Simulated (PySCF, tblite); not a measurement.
# C₂H₈NO₂Si₃ radical: geometry, infrared bands and EPR parameters

What infrared bands and EPR parameters should C₂H₈NO₂Si₃ radical (`C[Si@](C#N)(O[SiH2])O[SiH3]`) show?

The runs use tblite 0.8.0 and PySCF 2.14.0, with density-fitted response routines of our own; the level of theory stands in each step. All values are computed, except where a source is named. Atoms are numbered from 0 throughout.

**1. The molecule as given**

16 atoms, charge 0, multiplicity 2; geometry from: force field or distance geometry start.

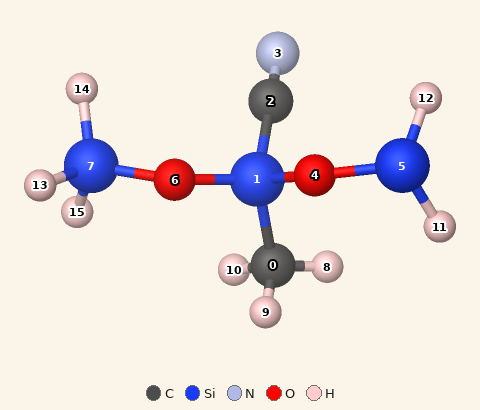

As it starts; carbon dark grey, silicon blue, nitrogen light blue, oxygen red, hydrogen pink, atoms numbered.

**2. Relaxing the molecule with GFN2-xTB**

Job settings and geometry (Å):

```
{"job": {"kind": "relax", "xc": "GFN2-xTB", "basis": "xTB"}, "charge": 0, "multiplicity": 2}
C      0.057100    -1.520900    -0.931800
Si     0.229900     0.071500     0.065600
C      0.181500     1.530300    -1.150800
N      0.116300     2.422800    -1.917800
O      1.673400     0.030000     0.932500
Si     3.297200     0.081800     0.612100
O     -0.993000     0.162600     1.199700
Si    -2.596600     0.551300     1.237100
H      0.861600    -1.610900    -1.661700
H      0.075100    -2.393100    -0.269300
H     -0.907700    -1.525200    -1.469400
H      3.639400    -1.083700    -0.237100
H      3.591900     1.315400    -0.141900
H     -3.157900     0.231800     2.566000
H     -2.769900     1.997500     0.943600
H     -3.305700    -0.252200     0.211900
```

Launch:

```sh
> OMP_NUM_THREADS=1 python probes_run.py task.json out
```

One launch serves the whole session: the jobs run in the order shown.

Standard output:

```text
step      E/eV     max force
  0    -671.84437    3.849
  1    -671.61535   11.964
  2    -672.00115    0.947
  3    -672.03391    0.679
  4    -672.09387    0.507
  5    -672.10339    0.309
  6    -672.12126    0.311
  7    -672.12918    0.364
  8    -672.13904    0.227
  9    -672.14334    0.166
 10    -672.14844    0.221
 11    -672.15319    0.304
 12    -672.15782    0.267
 13    -672.16109    0.155
 14    -672.16345    0.136
 15    -672.16553    0.133
 16    -672.16785    0.120
 17    -672.16997    0.133
 18    -672.17156    0.101
 19    -672.17262    0.098
 20    -672.17344    0.098
 21    -672.17445    0.100
 22    -672.17605    0.144
 23    -672.17807    0.144
 24    -672.17974    0.093
 25    -672.18074    0.074
 26    -672.18158    0.078
 27    -672.18286    0.125
 28    -672.18489    0.173
 29    -672.18730    0.167
 30    -672.18918    0.092
 31    -672.19029    0.107
 32    -672.19137    0.109
 33    -672.19330    0.165
 34    -672.19612    0.206
 35    -672.19906    0.163
 36    -672.20120    0.119
 37    -672.20262    0.092
 38    -672.20383    0.086
 39    -672.20503    0.096
 40    -672.20597    0.091
 41    -672.20665    0.057
 42    -672.20712    0.054
 43    -672.20761    0.053
 44    -672.20819    0.059
 45    -672.20883    0.064
 46    -672.20939    0.063
 47    -672.20989    0.059
 48    -672.21045    0.047
 49    -672.21129    0.094
 50    -672.21255    0.126
 51    -672.21406    0.129
 52    -672.21537    0.093
 53    -672.21629    0.067
 54    -672.21711    0.107
 55    -672.21825    0.138
 56    -672.21955    0.102
 57    -672.22015    0.116
 58    -672.22072    0.058
 59    -672.22109    0.038
 60    -672.22135    0.037
 61    -672.22157    0.038
 62    -672.22183    0.034
 63    -672.22218    0.070
 64    -672.22253    0.050
 65    -672.22284    0.071
 66    -672.22308    0.034
 67    -672.22320    0.024
 68    -672.22333    0.041
 69    -672.22353    0.057
 70    -672.22375    0.048
 71    -672.22393    0.028
 72    -672.22402    0.017
 73    -672.22407    0.018
 74    -672.22411    0.019
 75    -672.22415    0.025
 76    -672.22421    0.023
 77    -672.22428    0.022
 78    -672.22436    0.033
 79    -672.22443    0.027
 80    -672.22451    0.026
 81    -672.22460    0.026
 82    -672.22456    0.075
 83    -672.22485    0.042
 84    -672.22502    0.046
 85    -672.21927    0.430
 86    -672.22530    0.061
 87    -672.22546    0.038
 88    -672.22182    0.407
 89    -672.22599    0.040
 90    -672.22641    0.037
 91    -672.22171    0.457
 92    -672.22718    0.037
 93    -672.22773    0.050
 94    -672.22163    0.481
 95    -672.22873    0.061
 96    -672.22931    0.073
 97    -672.22960    0.217
 98    -672.23066    0.090
 99    -672.23105    0.081
100    -672.23233    0.085
101    -672.23284    0.071
102    -672.23362    0.045
103    -672.23430    0.034
104    -672.23481    0.051
105    -672.23503    0.066
106    -672.23519    0.044
107    -672.23534    0.030
108    -672.23556    0.070
109    -672.23588    0.093
110    -672.23618    0.118
111    -672.23645    0.051
112    -672.23666    0.033
113    -672.23681    0.052
114    -672.23692    0.038
115    -672.23702    0.045
116    -672.23711    0.016
117    -672.23719    0.026
118    -672.23725    0.039
119    -672.23731    0.036
120    -672.23737    0.021
121    -672.23746    0.027
122    -672.23758    0.046
123    -672.23771    0.044
124    -672.23783    0.034
125    -672.23793    0.022
126    -672.23805    0.027
127    -672.23820    0.051
128    -672.23841    0.057
129    -672.23866    0.047
130    -672.23892    0.042
131    -672.23914    0.039
132    -672.23932    0.072
133    -672.23948    0.042
134    -672.23962    0.043
135    -672.23976    0.037
136    -672.23996    0.067
137    -672.24015    0.078
138    -672.24030    0.050
139    -672.24042    0.022
140    -672.24052    0.045
141    -672.24061    0.049
142    -672.24071    0.046
143    -672.24080    0.025
144    -672.24090    0.021
145    -672.24103    0.053
146    -672.24124    0.076
147    -672.24153    0.068
148    -672.24181    0.045
149    -672.24201    0.029
150    -672.24215    0.049
151    -672.24226    0.038
152    -672.24237    0.030
153    -672.24251    0.033
154    -672.24265    0.050
155    -672.24290    0.067
156    -672.24323    0.054
157    -672.24360    0.044
158    -672.24396    0.048
159    -672.24437    0.065
160    -672.24498    0.071
161    -672.24576    0.066
162    -672.24660    0.071
163    -672.24705    0.087
164    -672.24636    0.185
165    -672.24846    0.070
166    -672.24916    0.066
167    -672.25066    0.207
168    -672.25200    0.062
169    -672.25268    0.067
170    -672.25321    0.128
171    -672.25388    0.055
172    -672.25430    0.053
173    -672.25609    0.123
174    -672.25696    0.095
175    -672.25835    0.103
176    -672.25992    0.100
177    -672.25621    0.297
178    -672.26132    0.086
179    -672.26183    0.095
180    -672.26296    0.084
181    -672.26393    0.150
182    -672.26504    0.071
183    -672.26635    0.066
184    -672.26770    0.093
185    -672.26872    0.103
186    -672.26916    0.119
187    -672.26956    0.099
188    -672.27025    0.045
189    -672.27047    0.032
190    -672.27079    0.039
191    -672.27087    0.041
192    -672.27094    0.028
193    -672.27102    0.008
```

Wall time 1.8 s (1 thread of Arm Neoverse V1, shared host).

Relaxation path: (not every step is listed) (the energy doesn't fall at every step)

```
step  energy from step 0 (eV)  largest force (eV/Å)
   0                   0.0000                3.8487
   1                   0.2290               11.9643
   2                  -0.1568                0.9474
   3                  -0.1895                0.6787
   4                  -0.2495                0.5068
   5                  -0.2590                0.3087
   6                  -0.2769                0.3112
   7                  -0.2848                0.3645
   8                  -0.2947                0.2269
  26                  -0.3372                0.0781
  44                  -0.3638                0.0590
  62                  -0.3775                0.0340
  80                  -0.3801                0.0256
  98                  -0.3863                0.0904
 116                  -0.3927                0.0163
 134                  -0.3952                0.0425
 152                  -0.3980                0.0301
 170                  -0.4088                0.1279
 188                  -0.4259                0.0448
 189                  -0.4261                0.0317
 190                  -0.4264                0.0388
 191                  -0.4265                0.0414
 192                  -0.4266                0.0275
 193                  -0.4266                0.0085
```

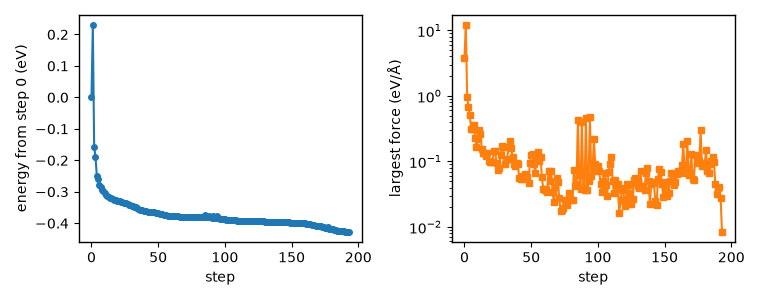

Energy and force, step by step.

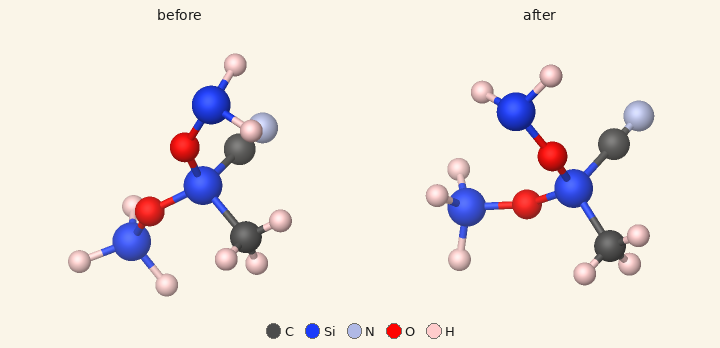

Before and after, at one scale.

Close pairs (by a distance rule), those that changed most:

```
   bond  before (Å)  after (Å)  change (Å)
 Si1–O4       1.684      1.616      -0.069
 Si1–O6       1.670      1.617      -0.053
  C2–N3       1.179      1.145      -0.033
Si5–H11       1.482      1.455      -0.027
 Si1–C2       1.900      1.873      -0.027
 O6–Si7       1.650      1.624      -0.027
Si7–H14       1.486      1.461      -0.025
 O4–Si5       1.656      1.632      -0.024
```

The next job starts from the end point, and lists it.

**3. Infrared spectrum with GFN2-xTB**

Job settings and geometry (Å):

```
{"job": {"kind": "ir", "xc": "GFN2-xTB", "basis": "xTB"}, "charge": 0, "multiplicity": 2}
C     -0.285940    -1.816233    -1.565600
Si     0.090470    -0.186127    -0.700166
C      0.429432     1.203354    -1.909284
N      0.682949     2.045767    -2.642760
O      1.404409    -0.331730     0.228662
Si     2.390082     0.249829     1.392158
O     -1.163209     0.315374     0.190099
Si    -1.849666     0.713639     1.606653
H      0.594048    -2.210076    -2.063415
H     -0.631741    -2.563269    -0.857147
H     -1.060992    -1.683238    -2.313766
H      3.682152     0.401931     0.741392
H      1.803906     1.433767     2.005536
H     -0.996493     0.240277     2.698126
H     -1.959654     2.170181     1.600411
H     -3.137352     0.025500     1.577691
```

Standard output:

```text
mode    cm-1     km/mol
  1     -38.2      0.42
  2      21.6      1.79
  3      44.4      0.49
  4      51.9      2.64
  5      75.2      0.08
  6      82.6      1.74
  7      98.3      2.89
  8     110.1      4.87
  9     127.1      6.21
 10     165.9      8.29
 11     227.6     21.74
 12     269.1     26.09
 13     338.3      5.21
 14     359.8     32.29
 15     488.6      1.11
 16     571.8     66.28
 17     599.8     29.35
 18     616.1    100.14
 19     618.4     41.16
 20     640.3     43.61
 21     651.8      4.38
 22     710.3    175.42
 23     757.5    197.78
 24     780.4    143.31
 25     795.9    198.65
 26     812.8    417.54
 27     832.8     71.93
 28     841.9     50.17
 29    1047.6    522.50
 30    1088.1    598.34
 31    1378.6     23.71
 32    1476.2      0.87
 33    1479.0      0.41
 34    2242.0    345.68
 35    2274.8    333.42
 36    2284.5    147.65
 37    2297.4    295.35
 38    2318.6    327.63
 39    2353.4     84.56
 40    3039.7     19.14
 41    3049.9     22.31
 42    3054.9     13.44
```

Run time: 0.76 s. Hardware: 1 thread of Arm Neoverse V1, shared host.

The strongest bands and the atoms that carry them (share of the mass-weighted mode):

```
cm⁻¹  km/mol                                   atoms
 796   198.7                       C0 33 %, Si1 33 %
 813   417.5  H15 24 %, H14 20 %, H13 19 %, Si7 11 %
1048   522.5                       O4 68 %, Si1 17 %
1088   598.3                       O6 71 %, Si1 10 %
2242   345.7                                H13 90 %
2275   333.4                      H14 63 %, H15 31 %
2297   295.4                                H12 94 %
2319   327.6                                H11 96 %
```

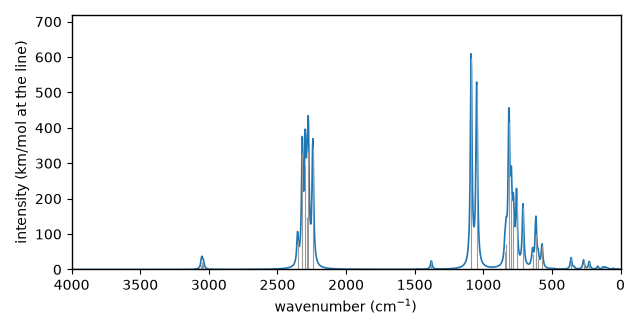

The infrared spectrum from these modes, unscaled. Lines are broadened to a width of 14 cm⁻¹ (Lorentzian).

**4. g tensor and hyperfine couplings: B3LYP/pcH-1**

Settings changed since step 3:

```diff
@@ -1,2 +1,2 @@
-{"job": {"kind": "ir", "xc": "GFN2-xTB", "basis": "xTB"}, "charge": 0, "multiplicity": 2}
+{"job": {"kind": "epr", "basis": "pcH-1"}, "charge": 0, "multiplicity": 2}
 C     -0.285940    -1.816233    -1.565600
```

Level: UKS B3LYP, pcH-1 on C H N O Si, non-relativistic, mean-field spin-orbit, GIAO.

Standard output:

```text
UKS, coarse grid
  cycle   1  E = -1154.62423256  |g| = 8.74e-01
  cycle   2  E = -1154.05092702  |g| = 1.50e+00
  cycle   3  E = -1154.86864230  |g| = 1.85e-01
  cycle   4  E = -1154.87785663  |g| = 1.11e-01
  cycle   5  E = -1154.88210644  |g| = 4.78e-02
  cycle   6  E = -1154.88306777  |g| = 7.48e-03
  cycle   7  E = -1154.88308924  |g| = 2.92e-03
  cycle   8  E = -1154.88309249  |g| = 1.15e-03
  cycle   9  E = -1154.88309263  |g| = 2.78e-04
UKS, final grid
  cycle   1  E = -1154.88307779  |g| = 3.94e-04
  cycle   2  E = -1154.88307764  |g| = 7.48e-04
  cycle   3  E = -1154.88307785  |g| = 1.42e-04
  cycle   4  E = -1154.88307786  |g| = 2.66e-05
E = -1154.88307786 Eh   <S^2> = 0.7511 (exact 0.7500)
g shifts (ppm)      1          2          3
  rmc          -146       -146       -146
  gc             60         18         59
  oz_so       -1050        -83       1958
  total       -1136       -211       1870
hyperfine (MHz)  atom isotope    a_iso     a_fc   dipolar eigenvalues
    0   13C      -0.55      -0.55     -0.20     -0.16      0.35
    1  29Si     -13.94     -13.97     -3.32      1.59      1.73
    2   13C       3.87       3.87     -0.49     -0.01      0.50
    3   14N       0.19       0.19     -0.15     -0.01      0.17
    4   17O     -37.61     -37.53    -22.81     10.88     11.93
    5  29Si    -584.54    -585.62   -162.10     80.80     81.29
    6   17O       0.07       0.07     -0.23      0.10      0.12
    7  29Si      -0.23      -0.23     -0.41      0.16      0.24
    8    1H       0.13       0.13     -0.81     -0.70      1.51
    9    1H       0.13       0.13     -0.78     -0.72      1.50
   10    1H      -0.25      -0.25     -0.49     -0.43      0.92
   11    1H      92.94      92.94     -8.86      0.91      7.95
   12    1H      90.20      90.19     -9.09      0.80      8.30
   13    1H       0.16       0.16     -1.57     -1.41      2.99
   14    1H       0.53       0.53     -0.63     -0.58      1.21
   15    1H       0.01       0.01     -0.44     -0.42      0.86
```

Wall time 2.1 min (1 thread of Arm Neoverse V1, shared host); peak memory 1.1 GiB.

Principal g values 2.00118, 2.00211, 2.00419; g(iso) = 2.00249, against 2.00232 for a free electron.

Hyperfine couplings; where a row names several nuclei, a(iso) is their mean (it holds for fast rotation or exchange) and the dipolar term the largest among them:

```
       nuclei  isotope  a(iso) (MHz)  a(iso) (G, at g = 2.0023)  largest dipolar term (MHz)
          Si5     29Si        -584.5                     -208.6                      -162.1
     H11, H12       1H          91.6                       32.7                        -9.1
           O4      17O         -37.6                      -13.4                       -22.8
          Si1     29Si         -13.9                       -5.0                        -3.3
           C2      13C           3.9                        1.4                         0.5
           C0      13C          -0.6                       -0.2                         0.4
H13, H14, H15       1H           0.2                        0.1                         3.0
          Si7     29Si          -0.2                       -0.1                        -0.4
           N3      14N           0.2                        0.1                         0.2
           O6      17O           0.1                        0.0                        -0.2
  H8, H9, H10       1H           0.0                        0.0                         1.5
```

Mulliken spin populations:

C0 0.00; Si1 0.00; C2 0.00; N3 0.00; O4 0.04; Si5 0.89; O6 0.00; Si7 0.00; H8 0.00; H9 0.00; H10 0.00; H11 0.03; H12 0.03; H13 0.00; H14 0.00; H15 0.00

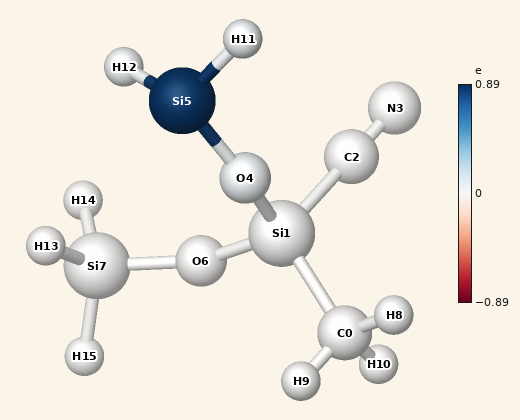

Mulliken spin populations, as colours on the atoms.

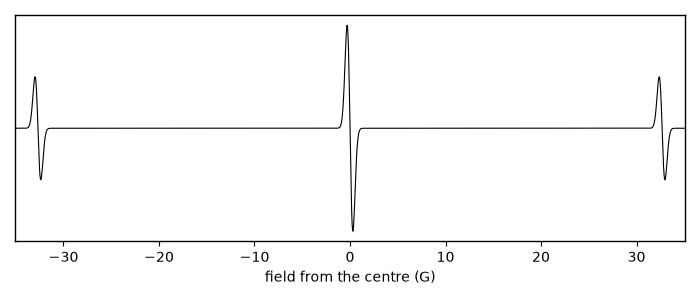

First-order isotropic spectrum (first derivative, main isotopes with spin only, couplings over 0.8 MHz, Gaussian width 0.3 G; couplings of the frozen geometry, rotation of groups not averaged beyond the rows shown).

Orbitals, density, ELF and potential are computed afterwards from the orbital file.

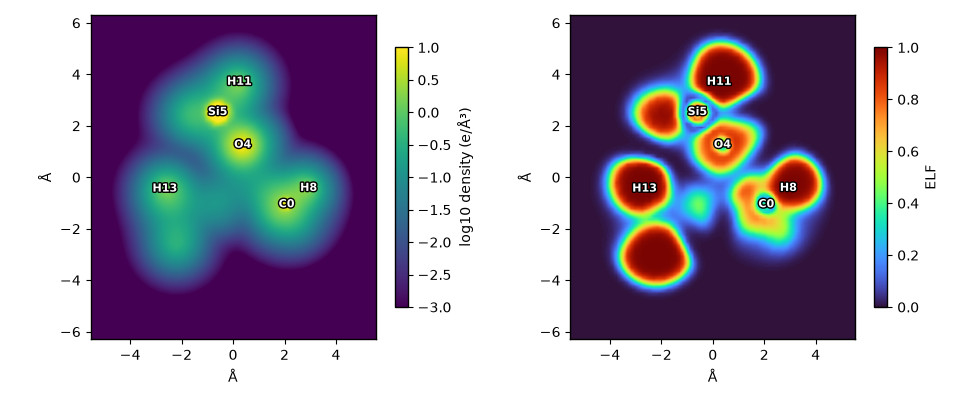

Density (left) and ELF (right) in a plane through or near 6 of the atoms.

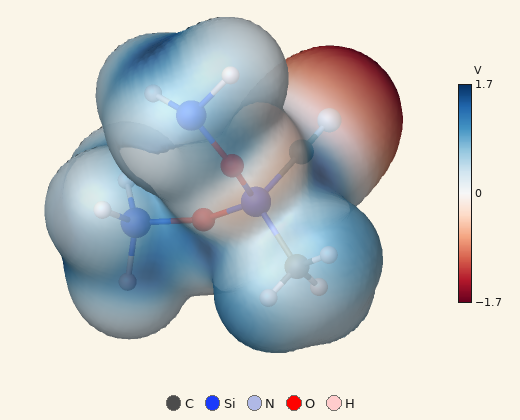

Electrostatic potential on the surface of density 0.002 e/bohr³; red is low, blue high. It runs from -1.70 V near N3 to 1.56 V near H13.

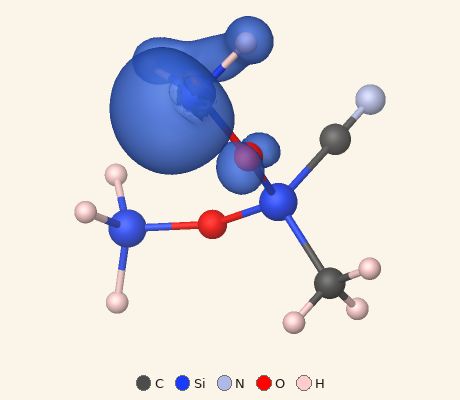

Spin density at ±0.03 e/Å³ (alpha excess blue, beta excess red).

**5. Summary of results**

| quantity | value |
| --- | --- |
| strongest single infrared mode (GFN2-xTB) | 1088 cm⁻¹, 598 km/mol |
| zero-point energy (GFN2-xTB) | 58.7 kcal/mol |
| g(iso) (B3LYP) | 2.00249 |
| ⟨S²⟩ | 0.751 (exact 0.75) |
| largest a(iso) (averaged by class) | 29Si on Si5, -584.5 MHz |
| potential on the surface of density 0.002 e/bohr³, 1st and 99th percentile | -1.70 V and 1.56 V |

**Reading.** Over 193 steps the energy fell by 0.427 eV; of the close pairs, Si1–O4 changed most, 1.684 to 1.616 Å. The lowest mode is imaginary (38i cm⁻¹), so the xTB geometry is not a minimum: the zero-point energy counts the real modes alone, and all values at this geometry belong to a saddle point. The strongest single mode, at 1088 cm⁻¹, moves mainly O6. GFN2-xTB is a fitted tight-binding method: band positions and strengths are rough. Its intensities can rank the bands wrongly. Si5 carries the largest spin population, 0.89 e. The isotropic g lies 0.2 ppt above the free-electron value. These values are for one conformer; the search (at its own cheap level) found 2 more, at 0.07, 0.99 kcal/mol, and measured spectra average over such forms.
